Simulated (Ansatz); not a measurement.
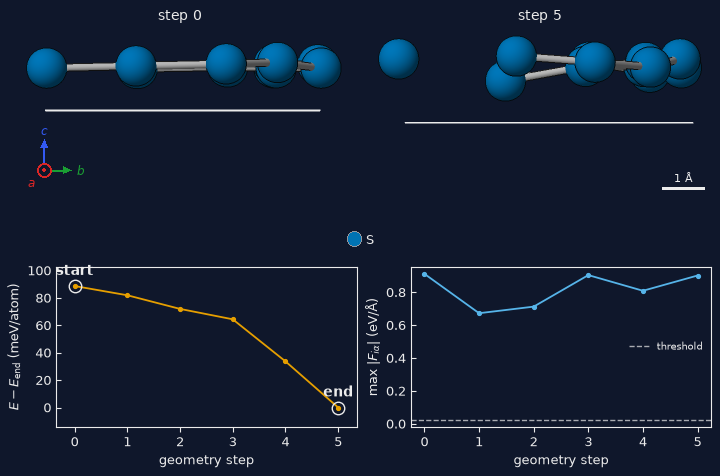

First and last geometry of a relaxation of a free-standing layer of S (a generated structure, set up in P1) (coarse preliminary run), with the history of the run. Style: ball-and-stick. Shown: the cell of the calculation, outlined in the plane, without the vacuum, along the a axis.

All numbers below come from Ansatz 0.2.0, DFT PBE, scalar-relativistic, plane waves, PAW. (plane-wave cutoff 420 eV; k-point mesh 4 × 4 × 1; occupations gaussian; smearing width 0.2 eV; no spin polarisation; cell and atoms relaxed; force threshold 0.025 eV/Å; at most 60 steps)

What do the curves and the structures tell?

Answer. The run was cut off at its time limit before the relaxation converged, so the last structure is only a point on the way. The energy falls by 88.7 meV per atom in 5 geometry steps. Largest force component: 0.91 eV/Å at the start, 0.9 eV/Å at the end. An S atom moves most relative to the cell and the layer's centre: 0.39 Å at 53° to the normal (+c side). In the plane the drawn cell goes a 14.776 → 14.886 Å (+0.8 %), b 7.535 → 7.667 Å (+1.8 %). Among the contacts that change: S–S 2.130 → 2.812 Å, S–S 2.085 → 2.386 Å, S–S 2.240 → 2.539 Å, S–S 2.153 → 1.883 Å. Bonds break, among them: S–S (2.13 → 2.81 Å). Among the angles between lasting bonds that change: S–S–S 120.4° → 134.6°, S–S–S 176.7° → 162.6°, S–S–S 174.1° → 160.8°. The run took 4.9 min on 1 thread of Intel(R) Xeon(R) 6975P-C (Granite Rapids), on a shared host, peak memory 1.8 GiB.

```csv
step,"E − E(0), meV/atom","largest force component, eV/Å"
0,0.00,0.9119
1,-6.74,0.6727
2,-16.70,0.7127
3,-24.29,0.9045
4,-54.98,0.8091
5,-88.67,0.9020
```
